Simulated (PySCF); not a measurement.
C4H9BO3 (SMILES COB(O)OC1CC1)

```xyz
17

C     2.3357    0.8616    0.6480
O     1.0566    0.3814    0.3266
B     0.8605   -0.7549   -0.3942
O     1.9255   -1.4747   -0.8545
O    -0.3938   -1.2087   -0.6732
C    -1.6166   -0.6607   -0.3067
C    -1.8653    0.0024    1.0095
C    -1.8833    0.8087   -0.2671
H     2.3946    1.0396    1.7333
H     2.5142    1.8209    0.1356
H     3.1262    0.1535    0.3580
H     1.6257   -2.2545   -1.3314
H    -2.4222   -1.2924   -0.6919
H    -1.0049    0.1603    1.6627
H    -2.8068   -0.2134    1.5223
H    -1.0306    1.4726   -0.4222
H    -2.8353    1.1726   -0.6634
```

Geometry: PBE0-D3(BJ)/def2-SVP.

Theory: PBE0/pcSseg-1, SCF density, gas phase, non-relativistic (PySCF 2.14.0).

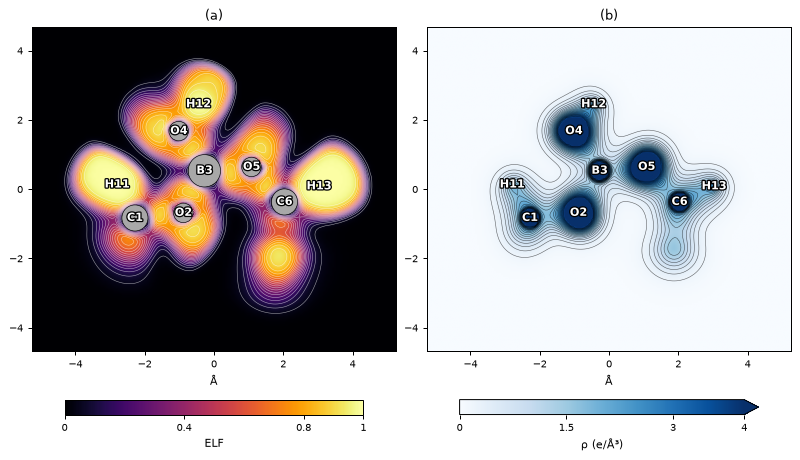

Figure 1. (a) electron localisation function; (b) total electron density on the plane of atoms O2, B3 and O5. Grey discs cover the atomic cores in the ELF map.

> What do the fields say about this system?

The plane passes through C, O, B and H nuclei.
B–O (1.36 Å): ρ is about 2.1 e/Å³ halfway; the ELF peaks at about 0.90 between the atoms; a polar covalent bond.
C–O (1.39 Å): ρ is about 2.1 e/Å³ halfway, with its minimum of 1.8 e/Å³ about 0.5 Å from C; the ELF peaks at about 0.90 between the atoms; a polar covalent bond.
O–H (0.96 Å): ρ is about 3.7 e/Å³ halfway; the ELF climbs to about 1 towards the hydrogen, as it does in any bond to H: an ordinary covalent bond to hydrogen.
C–H (1.10 Å): ρ is about 2 e/Å³ halfway; the ELF climbs to about 1 towards the hydrogen; a covalent bond by its length.
The ELF also peaks beside O2, O5 and O4, away from the bonds: lone-pair regions.

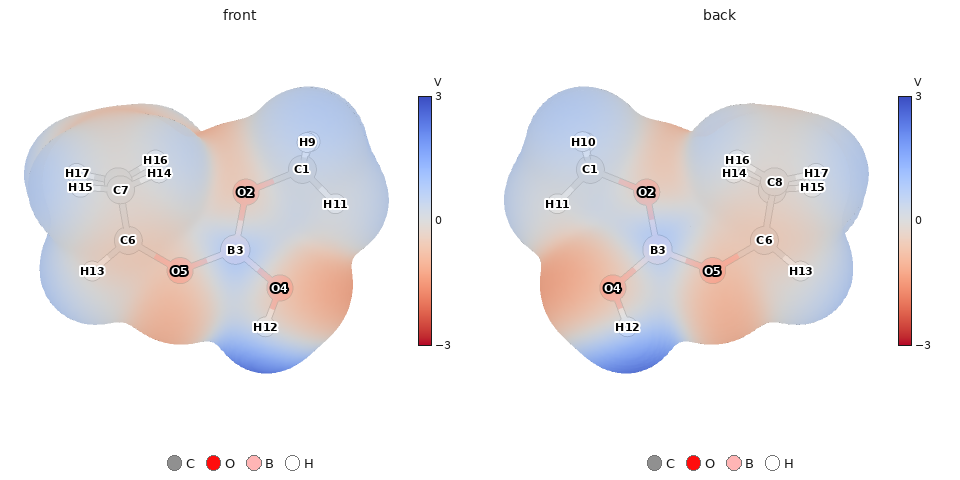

Figure 2. The molecular electrostatic potential painted on the density surface at 0.002 e/bohr³, seen from the front and from behind; the colour scale runs from red (negative) to blue (positive).

> Describe the electrostatic potential map.

The most negative region (about −1.2 V, or −28 kcal/mol for a unit charge) lies over O4, the most positive (about +2.2 V, or +51 kcal/mol for a unit charge) over H12. O4 is the likeliest acceptor of a hydrogen bond.

> What dipole moment does the calculation give?

Its dipole moment is 0.07 D.

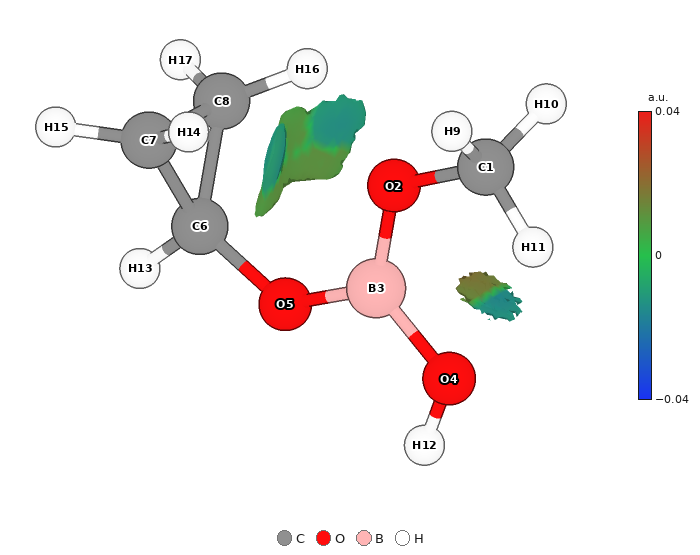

Figure 3. Non-covalent interaction (NCI) plot: the surface where the reduced density gradient is 0.5, for densities under 0.05 a.u., coloured by sign(λ₂)ρ; seen at a tilt.

> Identify the weak interactions.

Between H14 and C7 on one side and O2 on the other: a weak contact, attractive (blue-green) on one side and crowded (olive to red) on the other; between H11 and C1 on one side and O4 and B3 on the other: a weak contact, attractive (blue-green) on one side and crowded (olive to red) on the other.
